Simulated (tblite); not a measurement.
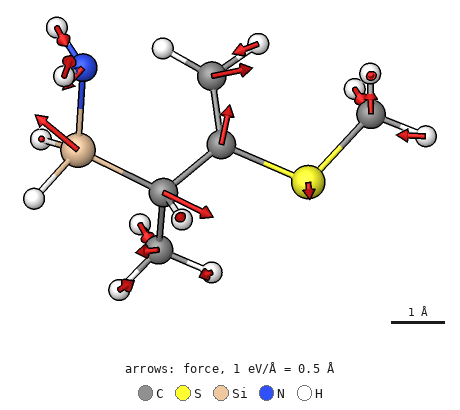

Starting geometry of C$_{5}$H$_{13}$NSSi with the computed forces as red arrows. The picture is a ball-and-stick view, seen at a tilt.

These are results of GFN2-xTB geometry optimisation, gas phase in tblite 0.8.0, not measurements. 

> Is this structure relaxed? If not, where do the atoms go?

It isn't relaxed: the largest force vector, on a C atom, is 2.29 eV/Å. The final displacements have little in common with the starting forces (cosine between the two patterns 0.15). Over 220 geometry steps the energy falls by 0.781 eV. The largest move after the best rigid fit is that of an H atom, 2.62 Å. By element the largest moves are H 2.62 Å, C 1.60 Å, S 1.36 Å, N 0.92 Å, Si 0.30 Å. Some distances before and after: C–Si 1.838 → 1.915 Å, N–Si 1.783 → 1.717 Å, C–H 1.130 → 1.087 Å, C–H 1.117 → 1.075 Å. Among the angles between lasting bonds that change: Si–N–H 107.1° → 119.4°, C–Si–N 115.4° → 106.4°, Si–N–H 111.9° → 119.8°. Groups turn about C–C by about 75°, N–Si by about 70°.
